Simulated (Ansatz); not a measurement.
Co: space group P6_3/mmc (No. 194), a = 2.496 Å, b = 2.496 Å, c = 4.036 Å, α = 90.00°, β = 90.00°, γ = 120.00°. Source: coordinates from a relaxation at fixed volume with DFT PBE, spin-orbit coupling, plane waves, PAW (Ansatz 0.2.0). Forms under 0.4 % of the area are left out.

**What shape follows from the Bravais–Friedel–Donnay–Harker rule?**

The forms computed, by share of the surface:

```csv
form,faces,d (Å),share of area (%)
{100},6,2.162,40.9
{101},12,1.905,39.7
{002},2,2.018,19.4
```

The crystal is roughly equant (blocky). Widths along a, b and c stand as 1.00 : 1.00 : 0.93.

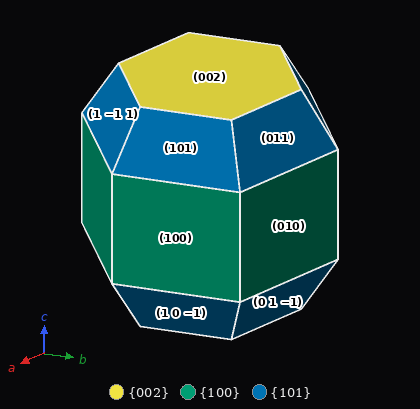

The computed shape, faces indexed. The rule is geometric and ignores bonding and growth conditions.
